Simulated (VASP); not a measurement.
Here is the system:

```
CELL_PARAMETERS angstrom
      2.88674     0.00000     0.00000
     -1.44337     2.49999     0.00000
      0.00000     0.00000     5.35281
ATOMIC_POSITIONS crystal
  Ru 0.00000 0.00000 0.00000
  Ru 0.00000 0.00000 0.50000
  C  0.33333 0.66667 0.25000
  C  0.66667 0.33333 0.75000
```

These are PBEsol GGA, VASP's PBE PAW potentials (set 64) (plane waves; VASP) values and carry that method's errors. Settings: 520 eV cut-off, 14×14×7 Γ-centred mesh, tetrahedra with Blöchl corrections, potentials Ru_pv C.

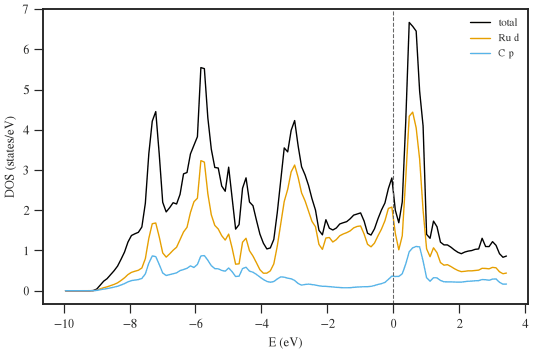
Fig. 1. Total and projected density of states, zero at the Fermi level

Within 2 eV below the Fermi level the largest weight inside VASP's projection spheres is Ru d.

It has no gap at this level: it comes out as a metal or semimetal.

The structure was generated: RuC was put into the NiAs type type (P6_3/mmc), which need not be its known phase. It was relaxed first, which changed the volume by -28 %.
